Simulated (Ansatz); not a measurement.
**The perfect W wire along [100], 24 atoms a period**

Aim: is the W wire along [100], 24 atoms a period a metal or a semiconductor?

Program: Ansatz 0.2.0. Level of theory: DFT PBE, plane waves, PAW; relaxation of a wire's period; PAW set soft_1, in the first sound run; inputs show where later runs differ. Results are calculated unless marked as measured.

## (1) Starting point

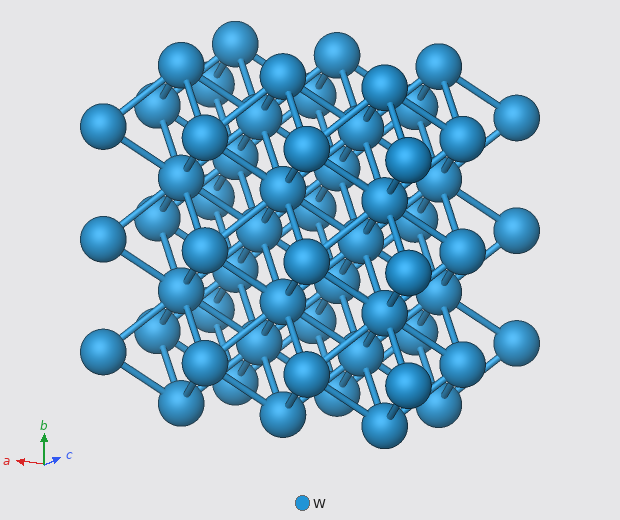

The starting structure, seen at a slant to the c axis (tungsten blue). 1×1×2 cells are drawn. Some periodic images of atoms are drawn too.

The cell holds 24 atoms: 24 W. Cell: a = 16.310 Å, b = 16.310 Å, c = 3.170 Å, α = 90.0°, β = 90.0°, γ = 90.0°. Vacuum lies along a and b. The structure's axis is c.

## (2) Relaxing the period

Band widths follow the bond lengths, so the wire is relaxed first. The atoms and the third cell vector are free; the box across stays fixed as vacuum. A Fermi-Dirac smearing is set since the result may be a metal. The pressure printed is a third of the stress's trace over the whole box, vacuum included; only the stress along the axis is relaxed.

Contents of input.yaml:

```yaml
crystal:
  lattice:
    - [16.31, 0.0, 0.0]
    - [0.0, 16.31, 0.0]
    - [0.0, 0.0, 3.17]
  atoms:
    - { symbol: W, position: [0.208461067, 0.305640711, 0.0] }
    - { symbol: W, position: [0.208461067, 0.5, 0.0] }
    - { symbol: W, position: [0.208461067, 0.694359289, 0.0] }
    - { symbol: W, position: [0.402820356, 0.305640711, 0.0] }
    - { symbol: W, position: [0.402820356, 0.5, 0.0] }
    - { symbol: W, position: [0.402820356, 0.694359289, 0.0] }
    - { symbol: W, position: [0.597179644, 0.305640711, 0.0] }
    - { symbol: W, position: [0.597179644, 0.5, 0.0] }
    - { symbol: W, position: [0.597179644, 0.694359289, 0.0] }
    - { symbol: W, position: [0.791538933, 0.305640711, 0.0] }
    - { symbol: W, position: [0.791538933, 0.5, 0.0] }
    - { symbol: W, position: [0.791538933, 0.694359289, 0.0] }
    - { symbol: W, position: [0.305640711, 0.208461067, 0.5] }
    - { symbol: W, position: [0.305640711, 0.402820356, 0.5] }
    - { symbol: W, position: [0.305640711, 0.597179644, 0.5] }
    - { symbol: W, position: [0.305640711, 0.791538933, 0.5] }
    - { symbol: W, position: [0.5, 0.208461067, 0.5] }
    - { symbol: W, position: [0.5, 0.402820356, 0.5] }
    - { symbol: W, position: [0.5, 0.597179644, 0.5] }
    - { symbol: W, position: [0.5, 0.791538933, 0.5] }
    - { symbol: W, position: [0.694359289, 0.208461067, 0.5] }
    - { symbol: W, position: [0.694359289, 0.402820356, 0.5] }
    - { symbol: W, position: [0.694359289, 0.597179644, 0.5] }
    - { symbol: W, position: [0.694359289, 0.791538933, 0.5] }
kpoints:
  mp_grid: { grid: [1, 1, 26] }
scf:
  occupations: { method: fermi_dirac, width: 0.05 }
hamiltonian:
  xc: pbe
  pseudopotentials: { kind: paw, azcp: { folder: soft_1 } }
relax:
  cell: { fix: [a, b, alpha, beta, gamma] }
  max_steps: 45
  f_tol: 0.03
```

Started as:

```sh
$ ansatz run input.yaml --threads 4 --pin off --max-ram 16384MiB --backend cpu --events-out ev --progress --plain --runs-dir out
```

Numbers of over 12 decimals in the logs are rounded to 6 here.

The program printed:

```text
Engine: ansatz 0.2.0, x86_64-unknown-linux-gnu
Pseudopotentials: kind: paw
Pseudopotential: W, paw, valence charge 14, recommended cutoff 420 eV (normal), soft_1/W.paw.azcp
Functional definition: PBE
  parameter kappa = 0.804
  parameter beta = 0.066725
  exchange = pbe_x(kappa = kappa, mu = beta*pi^2/3)
  correlation = pbe_c(beta = beta)
Crystal: 24 atoms, lattice volume = 843.271 Å³
Basis set: ecut = 420 eV, 16483 PW (Γ), exchange–correlation on 240×240×48 points (8 copies of the dense FFT grid, shifted against one another)
Bands: 202, of which v1, the nominal top of the filled ones, is band 168 counted from 1 (167 counted from 0)
Symmetry: 16 space group operations
Space group: P42/mmc (ITA 131), of the structure as read, at distance tolerance 9.4e-5 Å
k-points: 14 of 26
Non-local potential: W, projectors of the file, l = 0: 3, l = 1: 2, l = 2: 2, l = 3: 1
PAW form: soft (Blöchl's): semilocal exchange-correlation on the pseudo side does not see the compensation charge
PAW one-centre angular grid: W, 590 points (default); XC on 64 Gauss nodes
Initial density: superposition of atomic densities (neutral atoms: chi_scale 0, normalization atom)
Initial wavefunctions: pseudopotential atomic-orbital guess
Functional: x = pbe(κ = 0.804, μ = 0.219515), c = pbe(β = 0.066725)
SCF iter   1: F=—  HF=-249250.077960 eV  |F-HF|=—  |Δ(HF+E_count)|=         —  Δρ=5.63e-2  dr2=2.64e2  ethr=3.10e-3  ⟨swp⟩=9.4  Hψ=12398  notcnv=0
preconditioner: auto → LDOS  [metal: Δε(μ)=0.010 eV  Ē_g=4.710 eV  σ=0.050 eV  W_gap=0.05  n_scr=186 (ndim 8)  ℏωp=15.3 eV  f_vac=0.385  D(μ)=21.03/eV (n_scr^D=114)  β→1.0]
SCF iter   2: F=—  HF=-249242.338496 eV  |F-HF|=—  |Δ(HF+E_count)|=    7.74e0  Δρ=5.08e-2  dr2=1.76e2  ethr=3.10e-3  ⟨swp⟩=6.0  Hψ=8760  notcnv=0  defer=104
SCF iter   3: F=—  HF=-249229.328534 eV  |F-HF|=—  |Δ(HF+E_count)|=    1.30e1  Δρ=1.01e-2  dr2=5.58e0  ethr=3.10e-3  ⟨swp⟩=4.6  Hψ=7373  notcnv=0  defer=63
SCF iter   4: F=—  HF=-249228.717680 eV  |F-HF|=—  |Δ(HF+E_count)|=   6.11e-1  Δρ=3.01e-3  dr2=3.35e-1  ethr=1.66e-3  ⟨swp⟩=2.3  Hψ=4002  notcnv=0  defer=74
SCF iter   5: F=—  HF=-249228.702011 eV  |F-HF|=—  |Δ(HF+E_count)|=   1.57e-2  Δρ=1.07e-3  dr2=3.18e-2  ethr=9.96e-5  ⟨swp⟩=3.2  Hψ=4403  notcnv=0  defer=75
SCF iter   6: F=—  HF=-249228.701089 eV  |F-HF|=—  |Δ(HF+E_count)|=   9.22e-4  Δρ=3.70e-4  dr2=2.31e-3  ethr=9.45e-6  ⟨swp⟩=2.4  Hψ=3819  notcnv=0  defer=75
SCF iter   7: F=—  HF=-249228.700860 eV  |F-HF|=—  |Δ(HF+E_count)|=   2.29e-4  Δρ=1.04e-4  dr2=2.28e-4  ethr=6.87e-7  ⟨swp⟩=3.9  Hψ=6298  notcnv=0  defer=75
SCF iter   8: F=—  HF=-249228.700906 eV  |F-HF|=—  |Δ(HF+E_count)|=   4.58e-5  Δρ=4.75e-5  dr2=7.29e-5  ethr=6.78e-8  ⟨swp⟩=2.3  Hψ=4192  notcnv=0  defer=75
SCF iter   9: F=—  HF=-249228.700920 eV  |F-HF|=—  |Δ(HF+E_count)|=   1.41e-5  Δρ=1.56e-5  dr2=4.64e-6  ethr=2.17e-8  ⟨swp⟩=2.0  Hψ=3872  notcnv=0  defer=75
SCF iter  10: F=—  HF=-249228.700923 eV  |F-HF|=—  |Δ(HF+E_count)|=   2.60e-6  Δρ=5.07e-6  dr2=5.30e-7  ethr=1.38e-9  ⟨swp⟩=2.6  Hψ=4151  notcnv=0  defer=75
SCF iter  11: F=-249228.700923 eV  HF=-249228.700923 eV  |F-HF|=2.01e-8  |Δ(HF+E_count)|=   2.35e-7  Δρ=1.99e-6  dr2=7.81e-8  ethr=2.98e-11  ⟨swp⟩=5.6  Hψ=10189  notcnv=0
SCF 1 converged in 11 iterations: F = -249228.700923 eV  dr2 = 7.81e-8
  greatest PAW one-centre occupation: 0.999 electrons in one spin orbital (limit 2), on the W atom at site 21 (counted from 0), in its partial waves of l = 0
relax step   1: F+E_penalty+E_count = -249228.70092306 eV  Δ(F+E_penalty+E_count) = +0.000e0 eV  max|allowed force component| = 2.917e0 eV/Å  Δτ_max = 0.0000 Å  P = -7.747 GPa  Ω = 843.271 Å³  fix = [a, b, alpha, beta, gamma]  reactions: a -7.118, b -7.118 GPa  (11 SCF iters, dr2 threshold 1.00e-7 eV, accepted)
Crystal: 24 atoms, lattice volume = 811.981 Å³
Basis set: ecut = 420 eV, 15803 PW (Γ), exchange–correlation on 240×240×48 points (8 copies of the dense FFT grid, shifted against one another)
Initial density: handed on by an earlier stage of this run
Initial wavefunctions: those handed on with the density
iter 1 solved again at ethr=1.78e-3 eV; its pass at ethr=3.10e-3 eV (dr2=5.97e0 eV) is discarded
SCF iter   1: F=—  HF=-249232.274889 eV  |F-HF|=—  |Δ(HF+E_count)|=         —  Δρ=1.85e-2  dr2=6.00e0  ethr=1.78e-3  ⟨swp⟩=2.5  Hψ=17120  notcnv=0  defer=1
preconditioner: auto → LDOS  [metal: Δε(μ)=0.054 eV  Ē_g=4.526 eV  σ=0.050 eV  W_gap=0.26  n_scr=170 (ndim 8)  ℏωp=15.6 eV  f_vac=0.420  D(μ)=17.38/eV (n_scr^D=88)  β→1.0]
SCF iter   2: F=—  HF=-249231.978164 eV  |F-HF|=—  |Δ(HF+E_count)|=   2.97e-1  Δρ=1.07e-2  dr2=3.65e0  ethr=1.78e-3  ⟨swp⟩=4.0  Hψ=6081  notcnv=0  defer=40
SCF iter   3: F=—  HF=-249231.386110 eV  |F-HF|=—  |Δ(HF+E_count)|=   5.92e-1  Δρ=2.41e-3  dr2=1.57e-1  ethr=1.09e-3  ⟨swp⟩=3.0  Hψ=4632  notcnv=0  defer=137
SCF iter   4: F=—  HF=-249231.360128 eV  |F-HF|=—  |Δ(HF+E_count)|=   2.60e-2  Δρ=7.56e-4  dr2=8.72e-3  ethr=4.68e-5  ⟨swp⟩=3.0  Hψ=5665  notcnv=0  defer=143
SCF iter   5: F=—  HF=-249231.360863 eV  |F-HF|=—  |Δ(HF+E_count)|=   7.34e-4  Δρ=2.82e-4  dr2=1.15e-3  ethr=2.60e-6  ⟨swp⟩=2.7  Hψ=4705  notcnv=0  defer=143
SCF iter   6: F=—  HF=-249231.361204 eV  |F-HF|=—  |Δ(HF+E_count)|=   3.41e-4  Δρ=9.95e-5  dr2=1.21e-4  ethr=3.43e-7  ⟨swp⟩=2.9  Hψ=5132  notcnv=0  defer=143
SCF iter   7: F=—  HF=-249231.361300 eV  |F-HF|=—  |Δ(HF+E_count)|=   9.62e-5  Δρ=3.73e-5  dr2=2.35e-5  ethr=3.60e-8  ⟨swp⟩=2.5  Hψ=4517  notcnv=0  defer=143
SCF iter   8: F=-249231.361306 eV  HF=-249231.361306 eV  |F-HF|=3.41e-7  |Δ(HF+E_count)|=   5.71e-6  Δρ=1.15e-5  dr2=2.01e-6  ethr=7.14e-10  ⟨swp⟩=3.9  Hψ=12335  notcnv=0
SCF 2 converged in 8 iterations: F = -249231.361306 eV  dr2 = 2.01e-6
  greatest PAW one-centre occupation: 0.999 electrons in one spin orbital (limit 2), on the W atom at site 22 (counted from 0), in its partial waves of l = 0
relax step   2: F+E_penalty+E_count = -249231.36130569 eV  Δ(F+E_penalty+E_count) = -2.660e0 eV  max|allowed force component| = 1.835e0 eV/Å  Δτ_max = 0.1950 Å  P = +4.683 GPa  Ω = 811.981 Å³  energy of the carried Pulay correction = +7.227e-3 eV  fix = [a, b, alpha, beta, gamma]  reactions: a +3.926, b +3.926 GPa  (8 SCF iters, dr2 threshold 2.40e-6 eV, accepted)
Crystal: 24 atoms, lattice volume = 815.294 Å³
Basis set: ecut = 420 eV, 15891 PW (Γ), exchange–correlation on 240×240×48 points (8 copies of the dense FFT grid, shifted against one another)
iter 1 solved again at ethr=4.13e-4 eV; its pass at ethr=3.10e-3 eV (dr2=1.39e0 eV) is discarded
[...]
relax step   5: F+E_penalty+E_count = -249232.29118699 eV  Δ(F+E_penalty+E_count) = -1.204e-1 eV  max|allowed force component| = 3.733e-2 eV/Å  Δτ_max = 0.0422 Å  P = -0.060 GPa  Ω = 825.639 Å³  energy of the carried Pulay correction = +4.039e-3 eV  fix = [a, b, alpha, beta, gamma]  reactions: a -0.075, b -0.075 GPa  (7 SCF iters, dr2 threshold 2.40e-6 eV, accepted)
[...]
relax step   6: F+E_penalty+E_count = -249232.29237578 eV  Δ(F+E_penalty+E_count) = -1.189e-3 eV  max|allowed force component| = 6.042e-3 eV/Å  Δτ_max = 0.0036 Å  P = -0.111 GPa  Ω = 825.255 Å³  energy of the carried Pulay correction = +4.128e-3 eV  fix = [a, b, alpha, beta, gamma]  reactions: a -0.160, b -0.160 GPa  (6 SCF iters, dr2 threshold 8.71e-8 eV, accepted)
Initial wavefunctions: pseudopotential atomic-orbital guess (no wavefunctions were taken with the density)
iter 1 solved again at ethr=7.54e-7 eV; its pass at ethr=3.10e-3 eV (dr2=2.53e-3 eV) is discarded
SCF iter   1: F=—  HF=-249232.288152 eV  |F-HF|=—  |Δ(HF+E_count)|=         —  Δρ=4.45e-5  dr2=2.23e-6  ethr=7.54e-7  ⟨swp⟩=4.4  Hψ=20609  notcnv=0
eigensolver tolerance schedule: the retry pair's looser diagonalisation over-reported the residual by 1137.47 of it (diagonalisation noise at 0.38 of the residual, at the tolerance the schedule requests for it); recorded, not acted on — ethr = c·dr2/N_el stays at c = 1.0e-1
preconditioner: auto → LDOS  [metal: Δε(μ)=0.012 eV  Ē_g=4.289 eV  σ=0.050 eV  W_gap=0.06  n_scr=178 (ndim 8)  ℏωp=15.5 eV  f_vac=0.411  D(μ)=20.05/eV (n_scr^D=106)  β→1.0]
SCF iter   2: F=—  HF=-249232.288177 eV  |F-HF|=—  |Δ(HF+E_count)|=   2.49e-5  Δρ=5.16e-6  dr2=2.10e-7  ethr=6.62e-10  ⟨swp⟩=3.5  Hψ=6405  notcnv=0
SCF iter   3: F=—  HF=-249232.288177 eV  |F-HF|=—  |Δ(HF+E_count)|=   1.98e-8  Δρ=2.34e-6  dr2=1.39e-7  ethr=6.24e-11  ⟨swp⟩=2.8  Hψ=5638  notcnv=0
SCF iter   4: F=—  HF=-249232.288177 eV  |F-HF|=—  |Δ(HF+E_count)|=   2.70e-8  Δρ=8.32e-7  dr2=5.21e-9  ethr=4.13e-11  ⟨swp⟩=2.5  Hψ=4373  notcnv=0
SCF iter   5: F=—  HF=-249232.288177 eV  |F-HF|=—  |Δ(HF+E_count)|=   1.72e-9  Δρ=2.18e-7  dr2=7.87e-10  ethr=1.55e-12  ⟨swp⟩=3.3  Hψ=6082  notcnv=0
SCF iter   6: F=-249232.288177 eV  HF=-249232.288177 eV  |F-HF|=5.82e-11  |Δ(HF+E_count)|=  1.16e-10  Δρ=9.15e-8  dr2=1.50e-10  ethr=1.00e-12  ⟨swp⟩=5.1  Hψ=10183  notcnv=0
SCF 7 converged in 6 iterations: F = -249232.288177 eV  dr2 = 1.50e-10
relax step   7: F+E_penalty+E_count = -249232.28817663 eV  Δ(F+E_penalty+E_count) = +4.199e-3 eV  max|allowed force component| = 6.142e-3 eV/Å  Δτ_max = 0.0000 Å  P = -0.111 GPa  Ω = 825.255 Å³  fix = [a, b, alpha, beta, gamma]  reactions: a -0.158, b -0.158 GPa  stress off target by 1.54e-2 GPa on what of the cell is left free  SCF on the basis re-selected at this cell (its energy is not comparable with the rows above)  (6 SCF iters)
basis re-selected at this cell: Δ(F+E_penalty+E_count) = +4.199e-3 eV, ΔP = +0.000 GPa vs the last step (what re-selecting the basis moved, of the pressure what is left beyond the Pulay correction that the steps carried, after the strain that the cell walked since its last selection, with what the two solves' SCF thresholds leave and, on support functions, any second-order correction that the steps lacked; it is no m [...]
SCF converged after 6 iterations
Free energy (F): -249232.288177 eV
Harris-Foulkes:  -249232.288177 eV  (|F-HF|=5.82e-11)
Internal energy: -249232.123619 eV  (E = F + TS)
E sigma→0 (E₀):  -249232.205898 eV
Entropy (-TS):   -0.164558 eV (-6.857 meV/atom)
Fermi energy:    8.260787 eV
--- Per-component energies (eV) ---
  E_band       = -6680.808933
  E_kinetic    = 10114.078426
  E_local      = -152569.336142  (includes V_loc(G=0)·N_el)
  E_nonlocal   = -592.580863
  E_hartree    = 72894.378813
  E_xc         = -6398.455079
  E_vxc        = -5516.312315  (∫ρ·V_xc dr)
  E_paw        = -205872.148878  (= ΣΔE_a)
  E_vpaw       = -3905.419336  (= ΣTr[D̂ρ^β])
  E_aug_tail   = 0.003577  (compensation charges beyond the density's cutoff)
  E_ewald      = 33191.936529
  E_smearing   = -0.164558  (= −TS)
  E_closure    = 0.000000  (closes the sum)
  Σ components = -249232.288177   (vs F -249232.288177, Δ=0.00e0)
--- Forces (eV/Å), atoms counted from 1 ---
  atom   1  W     -0.00248222    -0.00299214     0.00000000
  atom   2  W      0.00089277     0.00000000     0.00000000
  atom   3  W     -0.00248222     0.00299214     0.00000000
  atom   4  W     -0.00044394     0.00614152     0.00000000
  atom   5  W      0.00321282     0.00000000     0.00000000
  atom   6  W     -0.00044394    -0.00614152     0.00000000
  atom   7  W      0.00044394     0.00614152     0.00000000
  atom   8  W     -0.00321282     0.00000000     0.00000000
  atom   9  W      0.00044394    -0.00614152     0.00000000
  atom  10  W      0.00248222    -0.00299214     0.00000000
  atom  11  W     -0.00089277     0.00000000     0.00000000
  atom  12  W      0.00248222     0.00299214     0.00000000
  atom  13  W     -0.00299214    -0.00248222     0.00000000
  atom  14  W      0.00614152    -0.00044394     0.00000000
  atom  15  W      0.00614152     0.00044394     0.00000000
  atom  16  W     -0.00299214     0.00248222     0.00000000
  atom  17  W      0.00000000     0.00089277     0.00000000
  atom  18  W      0.00000000     0.00321282     0.00000000
  atom  19  W      0.00000000    -0.00321282     0.00000000
  atom  20  W      0.00000000    -0.00089277     0.00000000
  atom  21  W      0.00299214    -0.00248222     0.00000000
  atom  22  W     -0.00614152    -0.00044394     0.00000000
  atom  23  W     -0.00614152     0.00044394     0.00000000
  atom  24  W      0.00299214     0.00248222     0.00000000
  max |Σ_I F_I| component: 3.04e-18 eV/Å
--- Stress (GPa, compression-positive) ---
       -0.158082       0.000000       0.000000
        0.000000      -0.158082       0.000000
        0.000000       0.000000      -0.015365
  P = ⅓ Tr σ = -0.1105 GPa (-1.105 kbar)
--- Relaxed structure (6 steps of the walk, 6 accepted, 1 SCFs on fresh bases) ---
  F+E_penalty+E_count = -249232.28817663 eV   max|allowed force component| = 6.142e-3 eV/Å   (the final SCF, on the basis selected at the relaxed cell)
  cell:  # Å, volume = 825.2552 Å³
    - [16.31, 0.0, 0.0]
    - [0.0, 16.31, 0.0]
    - [0.0, 0.0, 3.102275]
  atoms:
    - { symbol: W, position: [0.216529, 0.299826, 0.0] }
    - { symbol: W, position: [0.213757, 0.5, 0.0] }
    - { symbol: W, position: [0.216529, 0.700174, 0.0] }
    - { symbol: W, position: [0.403489, 0.302748, 0.0] }
    - { symbol: W, position: [0.403526, 0.5, 0.0] }
    - { symbol: W, position: [0.403489, 0.697252, 0.0] }
    - { symbol: W, position: [0.596511, 0.302748, 0.0] }
    - { symbol: W, position: [0.596474, 0.5, 0.0] }
    - { symbol: W, position: [0.596511, 0.697252, 0.0] }
    - { symbol: W, position: [0.783471, 0.299826, 0.0] }
    - { symbol: W, position: [0.786243, 0.5, 0.0] }
    - { symbol: W, position: [0.783471, 0.700174, 0.0] }
    - { symbol: W, position: [0.299826, 0.216529, 0.500000] }
    - { symbol: W, position: [0.302748, 0.403489, 0.500000] }
    - { symbol: W, position: [0.302748, 0.596511, 0.500000] }
    - { symbol: W, position: [0.299826, 0.783471, 0.500000] }
    - { symbol: W, position: [0.5, 0.213757, 0.500000] }
    - { symbol: W, position: [0.5, 0.403526, 0.500000] }
    - { symbol: W, position: [0.5, 0.596474, 0.500000] }
    - { symbol: W, position: [0.5, 0.786243, 0.500000] }
    - { symbol: W, position: [0.700174, 0.216529, 0.500000] }
    - { symbol: W, position: [0.697252, 0.403489, 0.500000] }
    - { symbol: W, position: [0.697252, 0.596511, 0.500000] }
    - { symbol: W, position: [0.700174, 0.783471, 0.500000] }
```

It took 4.4 min on 4 threads of Intel Xeon Platinum 8488C (Sapphire Rapids), shared host; peak memory 4.2 GiB; 17 min of CPU time.

(Continued in part 2 of 2.)

[Logs are printed without paths, hosts, clocks, repeated set-up lines and the standing remarks that a program may print on its own settings, such as how far it seeks lower states.]

[Hosts, paths, dates, database ids (printed as entryN), source tags and the programs' standing remarks are cut or masked in the printed files.]
